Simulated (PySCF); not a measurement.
System: C$_{2}$HF$_{3}$O$_{2}$ (charge +1, doublet).

The calculation's input:

```
{"job": {"kind": "sp", "xc": "PBE0", "basis": "ma-def2-TZVP", "d3": "d3bj", "grid": 2}, "charge": 1, "multiplicity": 2}
O      0.436694     1.085995    -1.291455
C      0.466430     0.158948    -0.538570
O      1.212916    -0.847432    -0.360485
C     -0.836467     0.154247     0.608001
F     -1.541950     1.211718     0.442357
F     -1.466164    -0.938787     0.323563
F     -0.224030     0.112068     1.745796
H      1.971406    -0.917777    -0.979130
```

Run with:

```sh
OMP_NUM_THREADS=1 python redox_run.py task.json out
```

Geometry: PBE0-D3(BJ)/ma-def2-SVP.

The calculation used DFT single point, gas phase, functional PBE0 (PySCF 2.14.0, density-fitted response routines).

What can the converged electron density, electron localisation function and spin density tell about the bonding?

C–O (1.19 Å): ρ is about 3.5 e/Å³ halfway; the ELF peaks at about 0.85 between the atoms; a short, multiple covalent bond.
C–F (1.28 Å): the density is about 2.8 e/Å³ at the midpoint; the ELF peaks at about 0.85 between the atoms; a shared but strongly polarised pair.
O–H (0.98 Å): the density is about 3.8 e/Å³ at the midpoint; the ELF climbs to about 1 towards the hydrogen, as it does in any bond to H: an ordinary covalent bond to hydrogen.
C–O (1.27 Å): ρ at the midpoint is about 2.9 e/Å³; the ELF peaks at about 0.85 between the atoms (a short, strongly polar bond).
The unpaired spin (1 electron) lies mostly on O1 (about 0.6), C4 (about 0.1), C2 (about 0.1), F6 (about 0.1) and F7 (about 0.1), in electrons by Hirshfeld's partition.

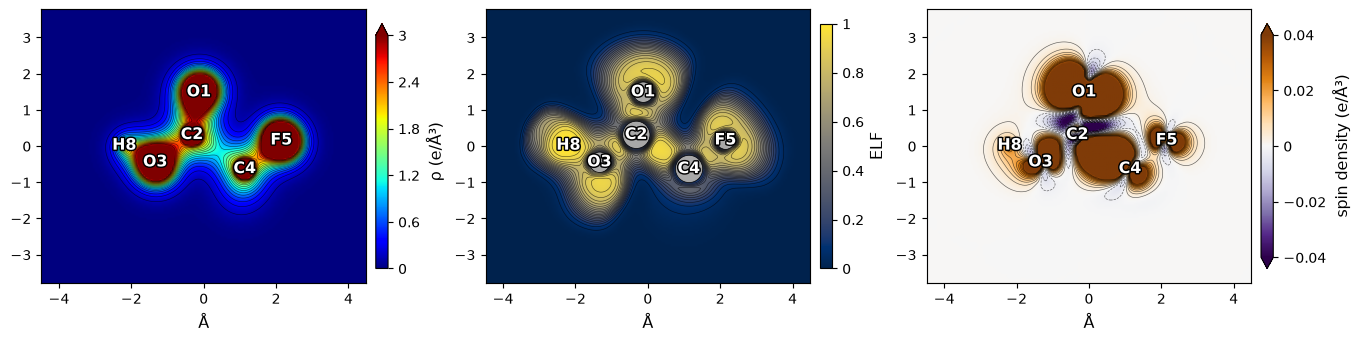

Computed electron density, electron localisation function and spin density on the plane of atoms O1, C2 and O3, in this order. Grey discs cover the atomic cores in the ELF map. 
